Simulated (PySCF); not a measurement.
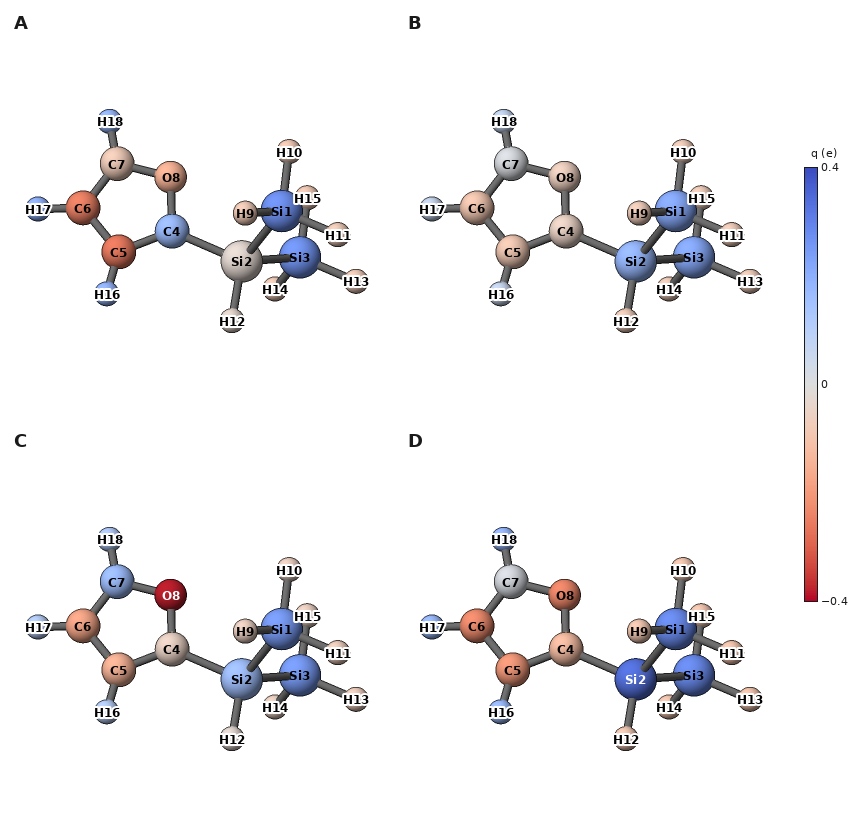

Atomic charges of one calculation by 4 schemes, on one colour scale. Computed geometry: PBE0-D3(BJ)/def2-SVP optimisation. No frequency run is at hand to confirm it as a minimum. Computed with PBE0/pcSseg-1 (PySCF 2.14.0).

### The schemes are ESP-fitted, Hirshfeld, IAO, Mulliken. Which panel shows which?

A ESP-fitted, B Hirshfeld, C Mulliken, D IAO.

List the charges (e), one line for each set of equivalent atoms. Atoms whose distances differ by more than 0.02 Å in this geometry are listed apart.

| atom | ESP-fitted | Hirshfeld | Mulliken | IAO |
| --- | --- | --- | --- | --- |
| Si1 | 0.26 | 0.21 | 0.24 | 0.28 |
| Si2 | −0.02 | 0.17 | 0.15 | 0.33 |
| Si3 | 0.25 | 0.21 | 0.24 | 0.28 |
| C4 | 0.16 | −0.05 | −0.05 | −0.12 |
| C5 | −0.25 | −0.08 | −0.14 | −0.20 |
| C6 | −0.24 | −0.09 | −0.17 | −0.22 |
| C7 | −0.07 | 0.01 | 0.16 | 0.01 |
| O8 | −0.14 | −0.06 | −0.38 | −0.23 |
| H9 | −0.08 | −0.07 | −0.05 | −0.09 |
| H10 | −0.08 | −0.07 | −0.05 | −0.09 |
| H11 | −0.07 | −0.07 | −0.06 | −0.09 |
| H12 | −0.03 | −0.07 | −0.02 | −0.08 |
| H13 | −0.07 | −0.07 | −0.06 | −0.09 |
| H14 | −0.07 | −0.07 | −0.05 | −0.09 |
| H15 | −0.08 | −0.07 | −0.05 | −0.09 |
| H16 | 0.18 | 0.06 | 0.10 | 0.16 |
| H17 | 0.19 | 0.06 | 0.10 | 0.17 |
| H18 | 0.17 | 0.07 | 0.11 | 0.17 |
